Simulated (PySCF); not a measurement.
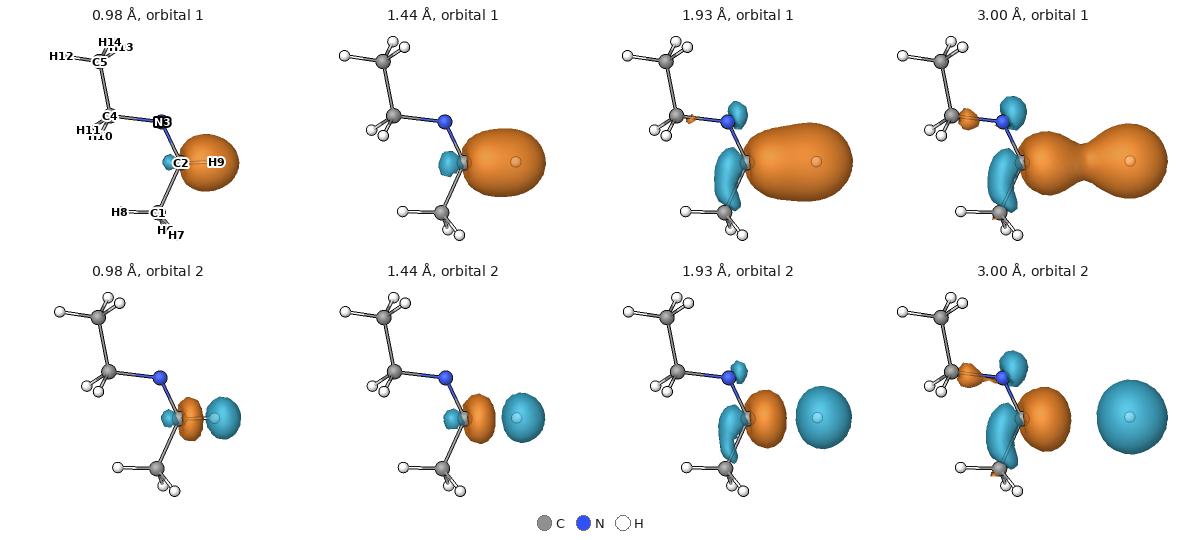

C$_{4}$H$_{9}$N, SMILES `C/C=N\CC`. Rigid stretch of the C2–H9 bond. The two CASSCF(2,2) natural orbitals nearest half filling (orbital 1 the more occupied).

PySCF calculation, 6-31G* basis, gas phase; geometry: GFN2-xTB. No frequency check shows the geometry to be a minimum.

Input script:

```python
import numpy as np
from pyscf import gto, scf, mcscf

mol = gto.M(atom='''
C      2.13034    -0.52437    -0.00089
C      1.21297     0.66234     0.00012
N     -0.03964     0.70924     0.00057
C     -0.87058    -0.46798     0.00021
C     -2.33330    -0.03846     0.00099
H      2.77312    -0.48025    -0.87548
H      2.76993    -0.48397     0.88370
H      1.58560    -1.46443    -0.00375
H      1.71544     1.62642     0.00064
H     -0.66828    -1.08491     0.88293
H     -0.66507    -1.08116    -0.88972
H     -2.98440    -0.90925     0.00176
H     -2.54432     0.56000     0.87759
H     -2.54113     0.56373    -0.88423
''', basis='6-31g*', charge=0, spin=0, verbose=4)
# stretch the bond between atoms 2 and 9, from long to short, fragments rigid
a, b, move = 1, 8, [8]
xyz = mol.atom_coords(unit='Angstrom')
u = xyz[b] - xyz[a]
r0 = np.linalg.norm(u)
rows, last, dm_u = [], None, None
for r in [3.0, 2.35, 1.93, 1.66, 1.44, 1.28, 1.18, 1.07, 0.98]:
    new = xyz.copy()
    new[move] += u / r0 * (r - r0)
    m = mol.set_geom_(new, unit='Angstrom', inplace=False)
    rhf = scf.RHF(m).density_fit(auxbasis='def2-universal-jkfit').run()
    uhf = scf.UHF(m).density_fit(auxbasis='def2-universal-jkfit').newton()
    if dm_u is None:
        c = rhf.mo_coeff
        h = m.nelectron // 2 - 1
        ca, cb = c.copy(), c.copy()
        ca[:, h], cb[:, h] = (c[:, h] + c[:, h + 1]) / 2**.5, (c[:, h] - c[:, h + 1]) / 2**.5
        dm_u = np.array([x[:, :h + 1] @ x[:, :h + 1].T for x in (ca, cb)])
    uhf.kernel(dm0=dm_u)
    for _ in range(3):
        c, _, stable, _ = uhf.stability(return_status=True)
        if stable:
            break
        uhf.kernel(c, uhf.mo_occ)
    dm_u = uhf.make_rdm1()
    mc = mcscf.CASSCF(rhf, 2, 2)
    mc.natorb = True
    mc.fix_spin_(ss=0)
    guess = mcscf.addons.make_natural_orbitals(uhf)[1] if last is None else mcscf.project_init_guess(mc, last.mo_coeff, last.mol)
    mc.kernel(guess)
    last = mc
    act = slice(mc.ncore, mc.ncore + mc.ncas)
    print('r %.3f  RHF %.6f  UHF %.6f  <S^2> %.3f  CASSCF %.6f  occupations' % (r, rhf.e_tot, uhf.e_tot, uhf.spin_square()[0], mc.e_tot), mc.mo_occ[act].round(4))
    rows.append((new, rhf.e_tot, uhf.e_tot, uhf.spin_square()[0], mc.e_tot, mc.mo_occ[act], mc.mo_coeff[:, act], dm_u[0] - dm_u[1], rhf.converged and uhf.converged and mc.converged))
    np.savez('result.npz', **{k: [row[i] for row in rows] for i, k in enumerate('xyz rhf uhf s2 cas occ c spin ok'.split())})
```

Run with:

```sh
OMP_NUM_THREADS=1 python input.py
```

The run took 4.2 min on 1 thread of Arm Neoverse V2, with other jobs on the host, peak memory 0.54 GiB.

How do the occupations change along the stretch?

0.98 Å: 1.99 and 0.01; 1.44 Å: 1.95 and 0.05; 1.93 Å: 1.82 and 0.18; 3.00 Å: 1.28 and 0.72. At the longest distance computed (3.00 Å) they are 1.28 and 0.72, and the effective number of unpaired electrons is 1.7.

UHF's ⟨S²⟩ passes 1 along the scan (up to 1.14), so it also polarises electrons outside the stretched bond; its energy lowering isn't due to that bond alone.

Where does the UHF solution part from RHF?

Between 1.44 Å (⟨S²⟩ = 0, the two coincide) and 1.66 Å (⟨S²⟩ = 0.22); at 3.00 Å ⟨S²⟩ is 1.14 and UHF lies 3.5 eV below RHF.

How much energy does the stretch cost?

By CASSCF, 4.1 eV from the lowest point of the scan (1.07 Å) to 3.00 Å; RHF gives 7.1 eV from its own lowest point. The fragments aren't relaxed and dynamic correlation is missing, so this isn't a bond dissociation energy.
